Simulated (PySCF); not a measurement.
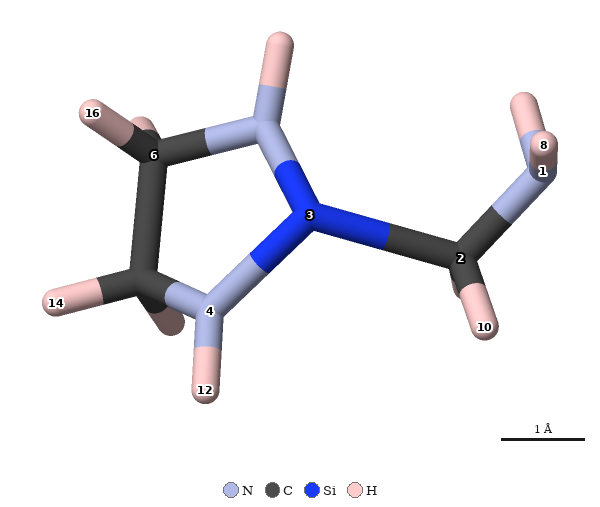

The structure (stick view, seen at a tilt; atoms are numbered from 1 in the order of the input).

## Run report: C$_{3}$H$_{10}$N$_{3}$Si, EPR calculation

C$_{3}$H$_{10}$N$_{3}$Si, multiplicity 2, SMILES NC[Si]1NCCN1, computed with UKS B3LYP, pcH-1 on C H N Si, non-relativistic, mean-field spin-orbit, GIAO (PySCF 2.14.0).

It belongs to a series of runs on one base structure; here: H removed from Si.

## Input
```
{"job": {"kind": "epr", "basis": "pcH-1"}, "charge": 0, "multiplicity": 2}
N      3.109107     0.054709     0.287531
C      1.951369    -0.778848     0.015994
Si     0.362516    -0.360999     1.048920
N     -1.074409    -1.193159     0.598621
C     -2.059597    -0.353724    -0.034505
C     -1.717804     1.084196     0.355283
N     -0.279477     1.152268     0.473115
H      3.394499    -0.042552     1.255761
H      2.878812     1.029786     0.130639
H      2.243409    -1.814546     0.193542
H      1.723577    -0.679614    -1.049051
H     -1.214336    -2.182621     0.499824
H     -2.022608    -0.463207    -1.128556
H     -3.070355    -0.613671     0.298719
H     -2.070105     1.788797    -0.404560
H     -2.208134     1.333811     1.307898
H      0.046538     2.051404     0.790377
```

The first line tells a small driver script what to run in PySCF; the rest is the geometry in Å.

Hardware: 1 CPU thread, shared host.

Launch command:
```bash
OMP_NUM_THREADS=1 python <driver script> task.json out
```

## Output
```
UKS, coarse grid
  cycle   1  E = -574.00749314  |g| = 4.75e-01
  cycle   2  E = -573.88671522  |g| = 7.07e-01
  cycle   3  E = -574.10463514  |g| = 6.33e-02
  cycle   4  E = -574.10593074  |g| = 3.52e-02
  cycle   5  E = -574.10649394  |g| = 8.34e-03
  cycle   6  E = -574.10652804  |g| = 3.03e-03
  cycle   7  E = -574.10653197  |g| = 9.30e-04
UKS, final grid
  cycle   1  E = -574.10656957  |g| = 1.27e-03
  cycle   2  E = -574.10656854  |g| = 2.04e-03
  cycle   3  E = -574.10657032  |g| = 1.75e-04
  cycle   4  E = -574.10657033  |g| = 3.63e-05
  cycle   5  E = -574.10657034  |g| = 1.96e-05
E = -574.10657034 Eh   <S^2> = 0.7525 (exact 0.7500)
g shifts (ppm)      1          2          3
  rmc          -163       -163       -163
  gc             63         34         87
  oz_so        -610          5       1026
  total        -710       -124        949
hyperfine (MHz)  atom isotope    a_iso     a_fc   dipolar eigenvalues
    0   14N       7.40       7.40     -0.88     -0.47      1.35
    1   13C     129.44     129.45    -15.52    -15.01     30.54
    2  29Si    -462.54    -463.20   -116.06     54.25     61.81
    3   14N      24.47      24.45     -4.74     -4.26      8.99
    4   13C       2.08       2.08     -1.55     -0.86      2.41
    5   13C      -1.56      -1.56     -0.74     -0.47      1.21
    6   14N       5.34       5.33     -5.80     -5.58     11.38
    7    1H       1.93       1.92     -3.69     -1.21      4.91
    8    1H       1.49       1.49     -2.48     -1.15      3.62
    9    1H     -10.58     -10.58     -7.90     -2.72     10.62
   10    1H      36.59      36.59     -7.67     -0.98      8.65
   11    1H      -6.24      -6.26     -5.30     -3.72      9.02
   12    1H      14.64      14.64     -1.57     -0.70      2.27
   13    1H       0.50       0.50     -1.64     -1.44      3.07
   14    1H       9.04       9.04     -1.46     -1.09      2.56
   15    1H       5.57       5.56     -1.91     -1.54      3.46
   16    1H      -4.16      -4.17     -7.22     -3.74     10.97
```

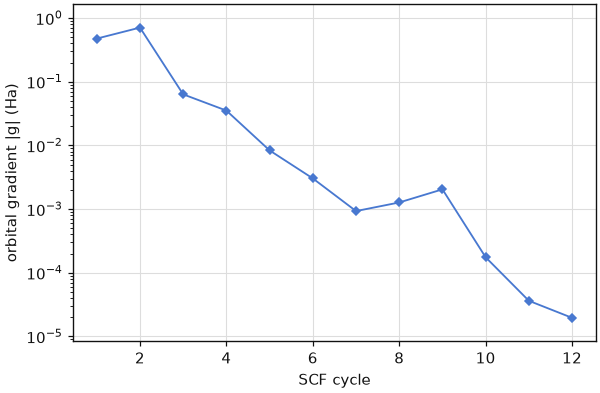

Convergence of the self-consistent field: orbital gradient |g| against the SCF cycle. All cycles printed in the log are drawn one after another.

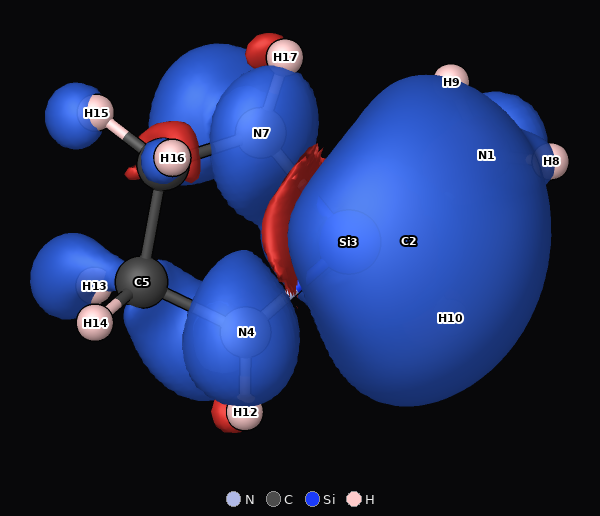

Isosurfaces of the spin density (α minus β) at +0.003 (blue) and −0.003 e/Å³ (red), seen at a tilt. The unpaired spin (1 electron) lies mostly on Si3 (about 0.6), C2 (about 0.1), N7 (about 0.1) and N4 (about 0.1), in electrons by Hirshfeld's partition.

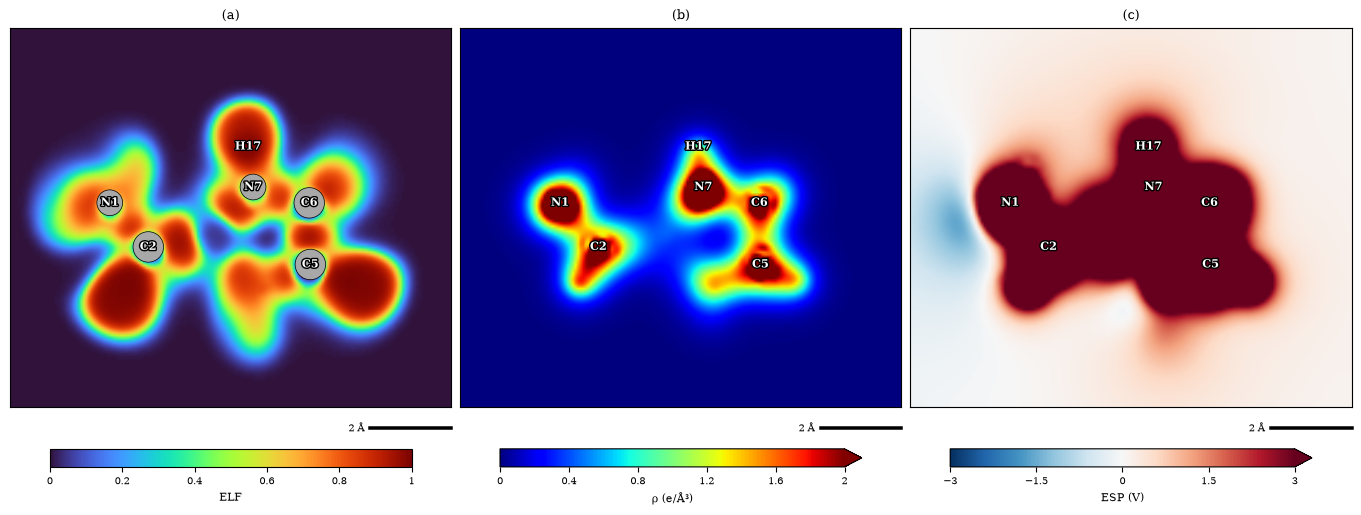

(a) ELF; (b) total electron density; (c) electrostatic potential on the plane of atoms C6, N7 and H17. Grey discs, where drawn, cover atomic cores. The section cuts through N, C and H sites. N–H (1.01 Å): ρ at the midpoint is about 1.9 e/Å³; the ELF climbs to about 1 towards the hydrogen, as it does in any bond to H (a covalent bond by its length).

## Key numbers

| quantity | value |
| --- | --- |
| outcome | converged |
| total energy | −574.106570 hartree |
| ⟨S²⟩ | 0.752 |
| isotropic g | 2.0024 |
| wall time | 72 s |
| peak memory | 0.97 GiB |
